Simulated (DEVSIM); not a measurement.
Structure: Ni/Al2O3/p-Si capacitor, at 400 K.

| layer (left to right) | material | thickness (nm) | Na (cm⁻³) |
|---|---|---|---|
| 1 | Al2O3 | 4.70 | - |
| 2 | Si | 1300 | 1.9e17 |

Metal gate on the left, work function 5.1 eV. Fixed charge at the semiconductor interface 0 cm⁻² (in units of +e); no interface traps.

The device is made up for the run: typed textbook-type constants, with dimensions and the other settings drawn at random. Values at 300 K; Nc and Nv go as T^1.5, mobilities as T to minus their exponent, the gap by Varshni's rule with the affinity fixed.

| parameter | Al2O3 | Si |
|---|---|---|
| gap (eV) | 6.8 | 1.124 |
| affinity (eV) | 1.35 | 4.05 |
| permittivity | 9 | 11.7 |
| Nc (cm⁻³) | - | 2.86e19 |
| Nv (cm⁻³) | - | 3.1e19 |
| Varshni α (eV/K) | - | 0.000473 |
| Varshni β (K) | - | 636 |

Simulated with DEVSIM: 1D Poisson equation in equilibrium, Boltzmann statistics, complete ionisation; no quantum confinement or tunnelling. Metal contacts follow the ideal Schottky-Mott rule: no Fermi-level pinning, no interface dipoles.

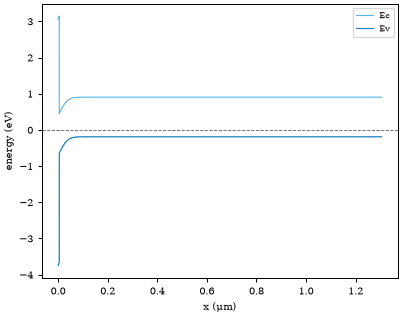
Fig. 1. Band edges at 0.7 V on the gate

Energies count from the Fermi level of the right contact; mesh points crowd at the junctions.

```
x (μm)     Ec (eV)  Ev (eV)  n (cm⁻³)  p (cm⁻³)  field (V/cm)
---------  -------  -------  --------  --------  ------------
0.000        3.050   -3.750     < 1e2     < 1e2        210000
0.0009422    3.069   -3.731     < 1e2     < 1e2        210000
0.002259     3.096   -3.704     < 1e2     < 1e2        210000
0.003578     3.123   -3.676     < 1e2     < 1e2        210000
0.004824     0.449   -0.648    9.8e13    3.3e11        160000
0.006069     0.468   -0.629    5.6e13    5.8e11        150000
0.008518     0.505   -0.592    1.9e13    1.7e12        150000
0.01554      0.601   -0.496    1.2e12    2.7e13        130000
0.02716      0.727   -0.369    3.0e10    1.1e15         92000
0.05001      0.865   -0.231     5.6e8    5.8e16         32000
0.09497      0.905   -0.191     1.7e8    1.9e17           730
0.2315       0.906   -0.190     1.7e8    1.9e17           ≈ 0
0.4521       0.906   -0.190     1.7e8    1.9e17           ≈ 0
0.8091       0.906   -0.190     1.7e8    1.9e17           ≈ 0
1.107        0.906   -0.190     1.7e8    1.9e17           ≈ 0
1.205        0.906   -0.190     1.7e8    1.9e17           ≈ 0
1.254        0.906   -0.190     1.7e8    1.9e17           ≈ 0
1.280        0.906   -0.190     1.7e8    1.9e17           ≈ 0
1.295        0.906   -0.190     1.7e8    1.9e17           ≈ 0
1.300        0.906   -0.190     1.7e8    1.9e17           ≈ 0
1.303        0.906   -0.190     1.7e8    1.9e17           ≈ 0
1.305        0.906   -0.190     1.7e8    1.9e17           ≈ 0
```
